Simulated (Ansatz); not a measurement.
Hf₃H₁₂O₁₂: geometry relaxation (part 1 of 2)

The run: geometry relaxation of Hf₃H₁₂O₁₂. Method and program: RKS PBE-D4/def2-SVP (Ansatz 0.2.0).

The geometry: GFN1-xTB start. Figures and captions count atoms from 1; the log counts them from 0 in places.

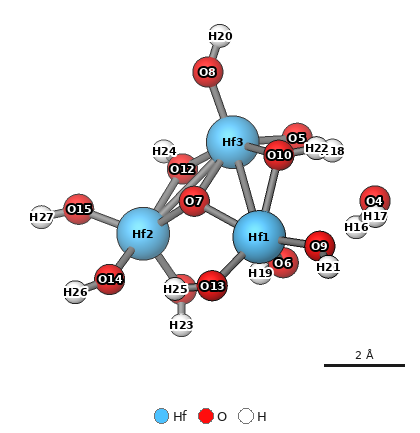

Fig. 1: The input geometry (ball-and-stick view, seen at a tilt; atoms are numbered from 1 in the order of the input). Sticks mark near contacts. Bond lengths as drawn: Hf–Hf 3.10 to 3.23 Å, Hf–O 1.89 to 2.23 Å and H–O 0.96 to 0.97 Å.

### Input
```yaml
crystal:
  periodic: [false, false, false]
  atoms:
    - {symbol: Hf, position_ang: [-0.577570, 0.987090, -1.260700]}
    - {symbol: Hf, position_ang: [2.127790, 0.136390, 1.003240]}
    - {symbol: Hf, position_ang: [-1.007070, -0.521410, 1.418890]}
    - {symbol: O, position_ang: [-2.861810, -1.217560, -1.983300]}
    - {symbol: O, position_ang: [-1.924650, -2.045000, 0.776170]}
    - {symbol: O, position_ang: [-0.069650, -0.805680, -1.720460]}
    - {symbol: O, position_ang: [0.305860, 0.782220, 0.598420]}
    - {symbol: O, position_ang: [-1.742830, -0.081740, 3.100000]}
    - {symbol: O, position_ang: [-1.876140, 1.456450, -2.594270]}
    - {symbol: O, position_ang: [-2.160590, 0.595560, 0.096170]}
    - {symbol: O, position_ang: [2.596560, -1.027580, -0.441580]}
    - {symbol: O, position_ang: [0.768210, -1.350040, 1.968000]}
    - {symbol: O, position_ang: [0.774480, 2.234170, -1.717960]}
    - {symbol: O, position_ang: [3.050000, 1.664040, 0.301940]}
    - {symbol: O, position_ang: [3.150050, 0.021700, 2.610850]}
    - {symbol: H, position_ang: [-1.944780, -1.512570, -2.100290]}
    - {symbol: H, position_ang: [-2.912210, -0.392270, -2.489630]}
    - {symbol: H, position_ang: [-2.433720, -2.168460, -0.032690]}
    - {symbol: H, position_ang: [0.731780, -1.255680, -1.413360]}
    - {symbol: H, position_ang: [-2.514980, -0.251380, 3.642500]}
    - {symbol: H, position_ang: [-1.949110, 2.102260, -3.301810]}
    - {symbol: H, position_ang: [-2.933930, 0.180720, -0.307060]}
    - {symbol: H, position_ang: [3.051690, -0.698190, -1.221390]}
    - {symbol: H, position_ang: [1.049780, -1.833610, 2.749650]}
    - {symbol: H, position_ang: [1.566590, 2.382210, -1.180860]}
    - {symbol: H, position_ang: [3.784880, 2.249240, 0.491990]}
    - {symbol: H, position_ang: [3.951360, 0.369120, 3.007530]}
basis:
  gaussian: {orbitals: def2-SVP}
hamiltonian: {xc: pbe, dispersion: d4}
scf: {lower_state_search: "off"}
output: {orbitals: {seedname: orbitals}}
relax: {f_tol: 0.03, max_steps: 70}
```

Hardware: 2 CPU threads, shared host.

Launch command:
```bash
ansatz run in.yaml --threads 2 --pin off --events-out ev --progress --plain --max-ram 22528MiB --backend cuda --devices 0, --max-vram 18GiB
```

### The program's output
```
Functional definition: PBE
  name "PBE"
  cite "Perdew, Burke & Ernzerhof, Phys. Rev. Lett. 77, 3865 (1996) doi:10.1103/PhysRevLett.77.3865"
  parent pbe
  parameter kappa = 0.804
  parameter beta = 0.06672455060314922
  exchange = pbe_x(kappa = kappa, mu = beta*pi^2/3)
  correlation = pbe_c(beta = beta)
these checks for a lower state are left out or cut short: stability, starts, cluster_reference, orbital_swaps, neighbouring_geometries, increment
3354 factors; their error is unknown
mean field evaluation 1: about -28599.1235 eV, gradient 1.9e2 eV
mean field evaluation 2: about -28266.2714 eV, gradient 4.4e2 eV
mean field evaluation 4: about -28656.0005 eV, gradient 4.5e1 eV
mean field evaluation 8: about -28659.7401 eV, gradient 7.0e-1 eV
mean field evaluation 16: about -28659.5402 eV, gradient 1.5e-2 eV
mean field -28659.54018722 eV, -1053.2186757464 hartree, gradient 1.8e-6 eV, S^2 0.000000; 0 other end points of the search recorded, 0 dependent functions left out
the calculation of the forces begins
reference -28659.54030492 eV, -1053.2186800716 hartree; 72, 72 occupied and 252, 252 virtual orbitals, 3354 factors
relax step   1: F+E_penalty+E_count = -28660.38171106 eV  Δ(F+E_penalty+E_count) = +0.000e0 eV  max|allowed force component| = 1.673e0 eV/Å  Δτ_max = 0.0000 Å  (25 SCF iters, accepted)
these checks for a lower state are left out or cut short: stability, starts, cluster_reference, orbital_swaps, neighbouring_geometries, increment
3354 factors; their error is unknown
mean field evaluation 32: about -28661.0394 eV, gradient 2.0e-1 eV
mean field -28660.83956087 eV, -1053.2664268470 hartree, gradient 1.8e-6 eV, S^2 0.000000; 0 other end points of the search recorded, 0 dependent functions left out
[... from here on the field's lines of each further geometry are left out, up to the last ...]
relax step   2: F+E_penalty+E_count = -28661.62656669 eV  Δ(F+E_penalty+E_count) = -1.245e0 eV  max|allowed force component| = 5.834e-1 eV/Å  Δτ_max = 0.1949 Å  (25 SCF iters, accepted)
relax step   3: F+E_penalty+E_count = -28661.68078904 eV  Δ(F+E_penalty+E_count) = -5.422e-2 eV  max|allowed force component| = 8.232e-1 eV/Å  Δτ_max = 0.1906 Å  (26 SCF iters, accepted)
relax step   4: F+E_penalty+E_count = -28661.71330690 eV  Δ(F+E_penalty+E_count) = -3.252e-2 eV  max|allowed force component| = 1.116e0 eV/Å  Δτ_max = 0.1928 Å  (21 SCF iters, accepted)
relax step   5: F+E_penalty+E_count = -28661.77079420 eV  Δ(F+E_penalty+E_count) = -5.749e-2 eV  max|allowed force component| = 3.896e-1 eV/Å  Δτ_max = 0.2000 Å  (26 SCF iters, accepted)
relax step   6: F+E_penalty+E_count = -28661.80240717 eV  Δ(F+E_penalty+E_count) = -3.161e-2 eV  max|allowed force component| = 2.072e-1 eV/Å  Δτ_max = 0.2000 Å  (26 SCF iters, accepted)
relax step   7: F+E_penalty+E_count = -28661.81864181 eV  Δ(F+E_penalty+E_count) = -1.623e-2 eV  max|allowed force component| = 4.951e-1 eV/Å  Δτ_max = 0.1654 Å  (21 SCF iters, accepted)
relax step   8: F+E_penalty+E_count = -28661.83072696 eV  Δ(F+E_penalty+E_count) = -1.209e-2 eV  max|allowed force component| = 5.385e-1 eV/Å  Δτ_max = 0.1148 Å  (22 SCF iters, accepted)
relax step   9: F+E_penalty+E_count = -28661.84383052 eV  Δ(F+E_penalty+E_count) = -1.310e-2 eV  max|allowed force component| = 5.463e-1 eV/Å  Δτ_max = 0.1817 Å  (21 SCF iters, accepted)
relax step  10: F+E_penalty+E_count = -28661.85580111 eV  Δ(F+E_penalty+E_count) = -1.197e-2 eV  max|allowed force component| = 5.142e-1 eV/Å  Δτ_max = 0.1636 Å  (22 SCF iters, accepted)
relax step  11: F+E_penalty+E_count = -28661.86833264 eV  Δ(F+E_penalty+E_count) = -1.253e-2 eV  max|allowed force component| = 5.464e-1 eV/Å  Δτ_max = 0.1858 Å  (21 SCF iters, accepted)
relax step  12: F+E_penalty+E_count = -28661.87521799 eV  Δ(F+E_penalty+E_count) = -6.885e-3 eV  max|allowed force component| = 6.162e-1 eV/Å  Δτ_max = 0.1178 Å  (21 SCF iters, accepted)
relax step  13: F+E_penalty+E_count = -28661.88925004 eV  Δ(F+E_penalty+E_count) = -1.403e-2 eV  max|allowed force component| = 2.759e-1 eV/Å  Δτ_max = 0.2000 Å  (27 SCF iters, accepted)
relax step  14: F+E_penalty+E_count = -28661.90183716 eV  Δ(F+E_penalty+E_count) = -1.259e-2 eV  max|allowed force component| = 1.878e-1 eV/Å  Δτ_max = 0.0568 Å  (21 SCF iters, accepted)
relax step  15: F+E_penalty+E_count = -28661.92558445 eV  Δ(F+E_penalty+E_count) = -2.375e-2 eV  max|allowed force component| = 3.001e-1 eV/Å  Δτ_max = 0.2000 Å  (25 SCF iters, accepted)
relax step  16: F+E_penalty+E_count = -28661.93755525 eV  Δ(F+E_penalty+E_count) = -1.197e-2 eV  max|allowed force component| = 1.861e-1 eV/Å  Δτ_max = 0.0501 Å  (21 SCF iters, accepted)
relax step  17: F+E_penalty+E_count = -28661.94644173 eV  Δ(F+E_penalty+E_count) = -8.886e-3 eV  max|allowed force component| = 5.143e-1 eV/Å  Δτ_max = 0.1278 Å  (21 SCF iters, accepted)
relax step  18: F+E_penalty+E_count = -28661.95767389 eV  Δ(F+E_penalty+E_count) = -1.123e-2 eV  max|allowed force component| = 2.924e-1 eV/Å  Δτ_max = 0.1072 Å  (21 SCF iters, accepted)
relax step  19: F+E_penalty+E_count = -28661.97453224 eV  Δ(F+E_penalty+E_count) = -1.686e-2 eV  max|allowed force component| = 2.250e-1 eV/Å  Δτ_max = 0.1950 Å  (21 SCF iters, accepted)
relax step  20: F+E_penalty+E_count = -28661.98491399 eV  Δ(F+E_penalty+E_count) = -1.038e-2 eV  max|allowed force component| = 4.426e-1 eV/Å  Δτ_max = 0.1950 Å  (21 SCF iters, accepted)
relax step  21: F+E_penalty+E_count = -28661.99384860 eV  Δ(F+E_penalty+E_count) = -8.935e-3 eV  max|allowed force component| = 6.366e-1 eV/Å  Δτ_max = 0.1824 Å  (22 SCF iters, accepted)
relax step  22: F+E_penalty+E_count = -28662.00565563 eV  Δ(F+E_penalty+E_count) = -1.181e-2 eV  max|allowed force component| = 3.649e-1 eV/Å  Δτ_max = 0.0728 Å  (21 SCF iters, accepted)
relax step  23: F+E_penalty+E_count = -28662.01938955 eV  Δ(F+E_penalty+E_count) = -1.373e-2 eV  max|allowed force component| = 1.293e-1 eV/Å  Δτ_max = 0.2000 Å  (26 SCF iters, accepted)
relax step  24: F+E_penalty+E_count = -28662.03235701 eV  Δ(F+E_penalty+E_count) = -1.297e-2 eV  max|allowed force component| = 1.612e-1 eV/Å  Δτ_max = 0.1554 Å  (22 SCF iters, accepted)
relax step  25: F+E_penalty+E_count = -28662.03722617 eV  Δ(F+E_penalty+E_count) = -4.869e-3 eV  max|allowed force component| = 3.056e-1 eV/Å  Δτ_max = 0.1969 Å  (21 SCF iters, accepted)
relax step  26: F+E_penalty+E_count = -28662.04126933 eV  Δ(F+E_penalty+E_count) = -4.043e-3 eV  max|allowed force component| = 1.790e-1 eV/Å  Δτ_max = 0.0475 Å  (21 SCF iters, accepted)
relax step  27: F+E_penalty+E_count = -28662.03099857 eV  Δ(F+E_penalty+E_count) = +1.027e-2 eV  max|allowed force component| = 5.059e-1 eV/Å  Δτ_max = 0.1380 Å  (26 SCF iters, rejected (line search))
relax step  28: F+E_penalty+E_count = -28662.04276991 eV  Δ(F+E_penalty+E_count) = -1.501e-3 eV  max|allowed force component| = 1.643e-1 eV/Å  Δτ_max = 0.0673 Å  (21 SCF iters, accepted)
relax step  29: F+E_penalty+E_count = -28662.04388473 eV  Δ(F+E_penalty+E_count) = -1.115e-3 eV  max|allowed force component| = 9.291e-2 eV/Å  Δτ_max = 0.0945 Å  (20 SCF iters, accepted)
relax step  30: F+E_penalty+E_count = -28662.04628740 eV  Δ(F+E_penalty+E_count) = -2.403e-3 eV  max|allowed force component| = 8.526e-2 eV/Å  Δτ_max = 0.0562 Å  (21 SCF iters, accepted)
relax step  31: F+E_penalty+E_count = -28662.04643386 eV  Δ(F+E_penalty+E_count) = -1.465e-4 eV  max|allowed force component| = 6.589e-2 eV/Å  Δτ_max = 0.0296 Å  (21 SCF iters, accepted)
relax step  32: F+E_penalty+E_count = -28662.04707126 eV  Δ(F+E_penalty+E_count) = -6.374e-4 eV  max|allowed force component| = 9.400e-2 eV/Å  Δτ_max = 0.0177 Å  (21 SCF iters, accepted)
relax step  33: F+E_penalty+E_count = -28662.04780110 eV  Δ(F+E_penalty+E_count) = -7.298e-4 eV  max|allowed force component| = 6.153e-2 eV/Å  Δτ_max = 0.0415 Å  (21 SCF iters, accepted)
the calculation of the forces begins
reference -28661.31679532 eV, -1053.2839648899 hartree; 72, 72 occupied and 252, 252 virtual orbitals, 3354 factors
relax step  34: F+E_penalty+E_count = -28662.04811836 eV  Δ(F+E_penalty+E_count) = -3.173e-4 eV  max|allowed force component| = 4.348e-2 eV/Å  Δτ_max = 0.0139 Å  (21 SCF iters, accepted)
these checks for a lower state are left out or cut short: stability, starts, cluster_reference, orbital_swaps, neighbouring_geometries, increment
3354 factors; their error is unknown
mean field -28661.31707420 eV, -1053.2839751384 hartree, gradient 1.7e-6 eV, S^2 0.000000; 0 other end points of the search recorded, 0 dependent functions left out
the calculation of the forces begins
reference -28661.31719801 eV, -1053.2839796882 hartree; 72, 72 occupied and 252, 252 virtual orbitals, 3354 factors
relax step  35: F+E_penalty+E_count = -28662.04838533 eV  Δ(F+E_penalty+E_count) = -2.670e-4 eV  max|allowed force component| = 2.529e-2 eV/Å  Δτ_max = 0.0217 Å  (21 SCF iters, accepted)
```

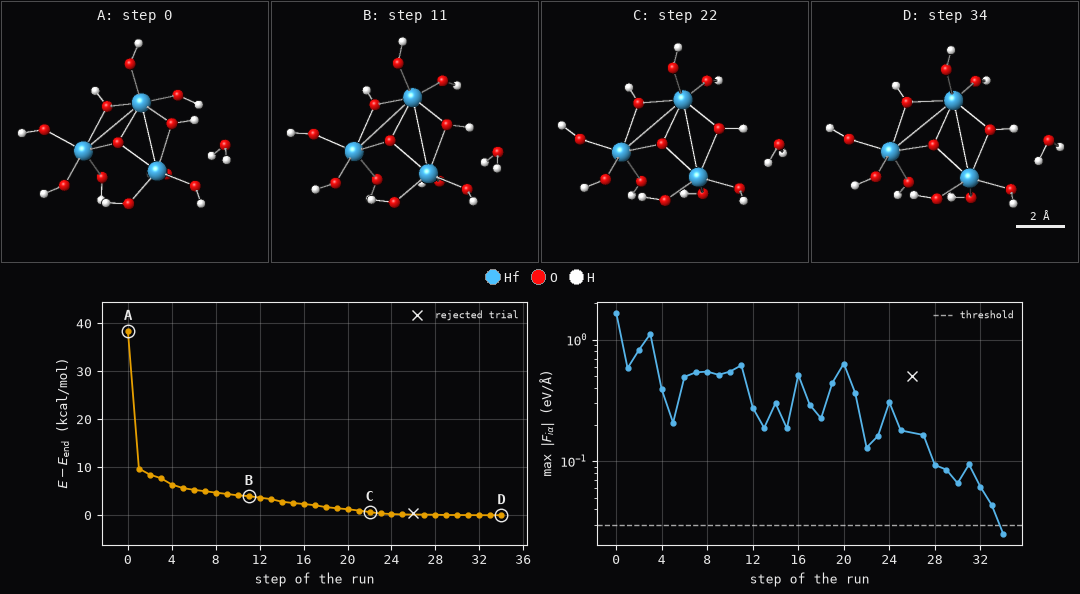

Fig. 2: Frames of the relaxation (ball-and-stick view, seen at a tilt) above the curves, on which the letters mark them (the first geometry is step 0 here and step 1 in the log).

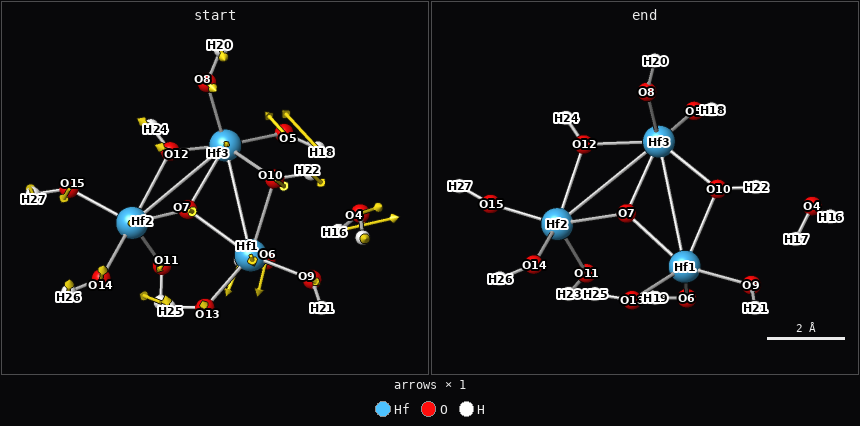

Fig. 3: Before (left) and after (right) the relaxation, at one scale (ball-and-stick view, seen at a tilt). The yellow arrows give the displacements, at true length. H16 moves most after the best rigid fit: 2.03 Å. By element the largest moves are H 2.03 Å, O 1.47 Å, Hf 0.43 Å. Distances before and after: Hf1–Hf3 3.105 → 3.425 Å, Hf2–Hf3 3.230 → 3.479 Å, Hf3–O12 2.035 → 2.178 Å, Hf1–O9 1.920 → 2.055 Å. Among the angles that change: O12–Hf2–O14 168.8° → 133.3°, Hf3–O5–H18 130.2° → 157.7°, Hf2–O15–H27 140.7° → 165.6°. After 34 geometry steps the energy has fallen by 38.4 kcal/mol. The largest force component goes from 1.7 to 0.025 eV/Å. The line search rejected the trial step at point 26 (counted from 0) and went back. (Atoms are counted from 1 in the order of the input.)

```
Total energy: -28662.04850914 eV, -1053.3108548766 hartree
Atom 0 at    -0.376749     0.759374    -1.589382 Å, force    -0.002208    -0.002420     0.005458 eV/Å
Atom 1 at     2.279801     0.071040     1.059690 Å, force    -0.000627     0.006464     0.008343 eV/Å
Atom 2 at    -1.096754    -0.678605     1.435060 Å, force    -0.000168    -0.003123    -0.001398 eV/Å
Atom 3 at    -3.927326    -0.211009    -2.070574 Å, force     0.000343     0.006554     0.014986 eV/Å
Atom 4 at    -1.588694    -2.561843     1.495550 Å, force     0.003688     0.025291     0.007741 eV/Å
Atom 5 at     0.686563    -0.660302    -2.422517 Å, force    -0.001334     0.003170    -0.002494 eV/Å
Atom 6 at     0.349210     0.335852     0.358989 Å, force     0.000880     0.001007    -0.006828 eV/Å
Atom 7 at    -2.049068     0.359762     2.775184 Å, force    -0.007897    -0.004538     0.002581 eV/Å
Atom 8 at    -1.894607     1.263853    -2.879418 Å, force    -0.007961    -0.004422    -0.000784 eV/Å
Atom 9 at    -1.972861    -0.163110    -0.383756 Å, force    -0.006444    -0.001700     0.000505 eV/Å
Atom 10 at     2.838737    -1.020465    -0.512313 Å, force    -0.000377     0.002053     0.000155 eV/Å
Atom 11 at     0.844070    -0.937533     2.387777 Å, force    -0.001898     0.000076    -0.001799 eV/Å
Atom 12 at     0.668047     2.413533    -1.490837 Å, force     0.002784    -0.002373    -0.001984 eV/Å
Atom 13 at     2.628054     1.993691     0.621384 Å, force     0.002263    -0.007955     0.000823 eV/Å
Atom 14 at     3.681992    -0.238237     2.400086 Å, force     0.001660    -0.000831    -0.004328 eV/Å
Atom 15 at    -3.839389    -1.017645    -2.611861 Å, force    -0.000747    -0.012175    -0.006962 eV/Å
Atom 16 at    -3.305383     0.439816    -2.531241 Å, force     0.012827     0.013169    -0.005763 eV/Å
Atom 17 at    -1.620874    -3.485634     1.217349 Å, force    -0.001390    -0.022189    -0.006975 eV/Å
Atom 18 at     1.540636    -0.913065    -1.995420 Å, force     0.001645    -0.002017     0.002893 eV/Å
Atom 19 at    -2.791819     0.517147     3.372517 Å, force     0.007004     0.003113    -0.003246 eV/Å
Atom 20 at    -1.987365     2.093927    -3.376118 Å, force    -0.000723     0.000347    -0.001299 eV/Å
Atom 21 at    -2.855834    -0.291293    -0.883501 Å, force     0.002440    -0.001492     0.000251 eV/Å
Atom 22 at     3.720383    -1.350627    -0.751129 Å, force     0.001650    -0.001028    -0.001086 eV/Å
Atom 23 at     1.073507    -1.450020     3.181136 Å, force    -0.000123     0.001174     0.000039 eV/Å
Atom 24 at     1.392813     2.553555    -0.836008 Å, force    -0.001951     0.002453     0.001395 eV/Å
Atom 25 at     3.413259     2.530667     0.816148 Å, force    -0.001199     0.002136    -0.000174 eV/Å
Atom 26 at     4.189643    -0.352828     3.213195 Å, force    -0.002139    -0.000744    -0.000047 eV/Å
Dipole moment:     0.329958    -0.567883     0.840607 e Å
Checks for a lower state left out: stability, starts, cluster_reference, orbital_swaps, neighbouring_geometries, increment
```
